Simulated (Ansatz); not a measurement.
Consider Cl3Ga (GaCl3).

The calculation's input:

```
crystal:
  periodic: [false, false, false]
  atoms:
    - {symbol: Ga, position_ang: [-0.000033, 0.000059, -0.000026]}
    - {symbol: Cl, position_ang: [2.120742, -0.027177, 0.012804]}
    - {symbol: Cl, position_ang: [-1.036897, 1.850252, -0.016943]}
    - {symbol: Cl, position_ang: [-1.083802, -1.823143, 0.004165]}
basis:
  gaussian: {orbitals: def2-TZVP, initial_orbitals: start.molden}
hamiltonian: {xc: pbe0, dispersion: d4}
scf: {omitted_lower_state_checks: [starts]}
output: {forces: true, orbitals: {seedname: orbitals}}
```

Launched as:

```sh
ansatz run in.yaml --threads 4 --pin off --events-out ev --progress --plain --max-ram 3916MiB
```

Geometry: PBE0-D4/def2-SVP.

Level of theory: RKS PBE0-D4/def2-TZVP (Ansatz).

### What will maps of the electron density and electron localisation function show?

Ga–Cl (2.12 Å): ρ at the midpoint is about 0.76 e/Å³; the ELF peaks at about 0.80 in the valence shell of Cl, 0.8 Å from its nucleus, and is about 0.55 at the midpoint.

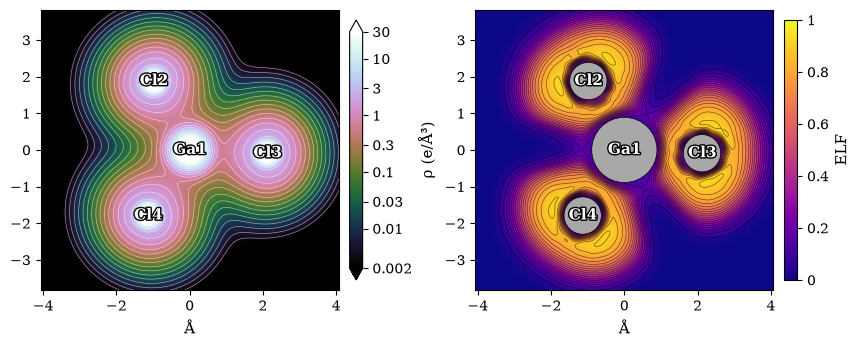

Computed electron density and electron localisation function on the molecular plane, in this order. Grey discs cover the atomic cores in the ELF map. 
